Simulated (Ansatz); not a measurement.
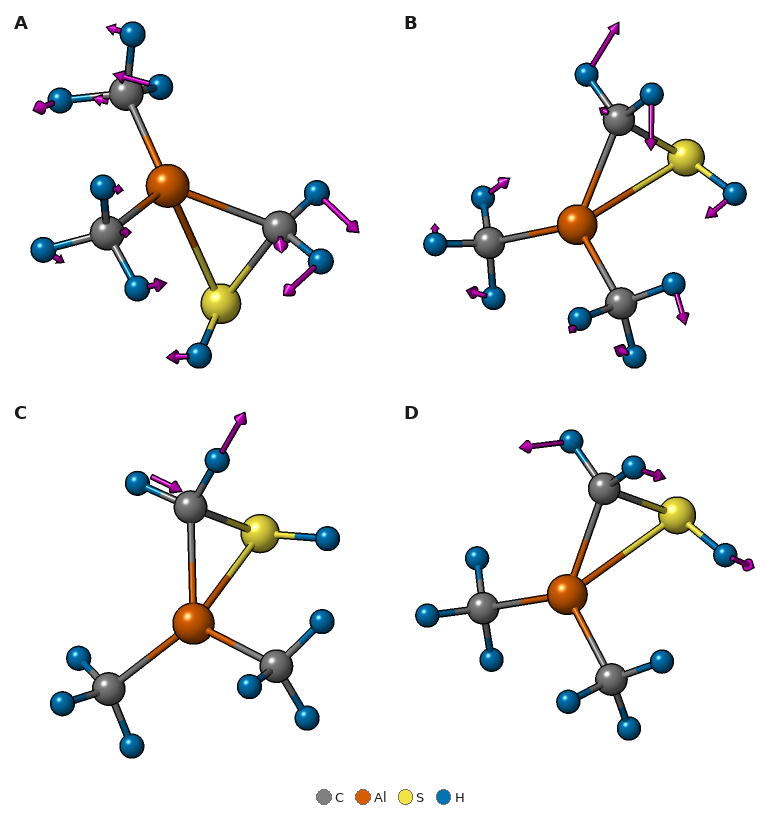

4 normal modes of one molecule or complex, as arrows. Harmonic vibrations computed with RKS PBE0-D4/def2-TZVP (Ansatz 0.2.0) at a stationary point of the same level.

> Match the panels to the wavenumbers 166 cm⁻¹, 544 cm⁻¹, 1115 cm⁻¹, 3179 cm⁻¹.

A: 166 cm⁻¹
B: 544 cm⁻¹, Al–C–H bending
C: 3179 cm⁻¹, out-of-phase stretching of 2 C–H bonds
D: 1115 cm⁻¹, H–C–S bending
